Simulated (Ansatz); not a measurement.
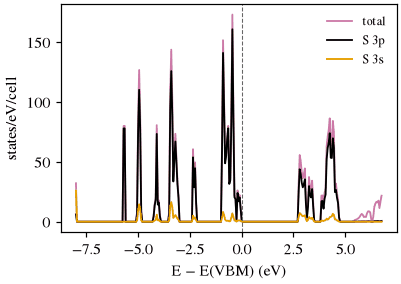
Total and projected density of states of S (α-S8, Fddd), PBE in the plane-wave PAW code Ansatz

Task: Which orbitals carry the states next to the gap?

Result: Top 1 eV of the valence band: S 3p 94 %. Bottom 1 eV of the conduction band: S 3p 79 %, S 3s 12 %, outside the projected shells 9 %. Projections are on Löwdin-orthogonalised atomic valence shells; empty p or d shells of many metals are not among them.

Task: Where is the tallest occupied peak in this window, and what makes it?

Result: Near -0.4 eV, about 170 states/eV per cell; the largest projected share is S 3p.

The PBE relaxation kept the symmetry of its start. The volume lies over 15 % above that of the usual cell of this phase: another minimum, or an error of the functional. A crystal of weakly bound molecules computed without a dispersion correction: the cell and the soft elastic constants depend strongly on that.

Potentials: the later of the program's two PAW sets.
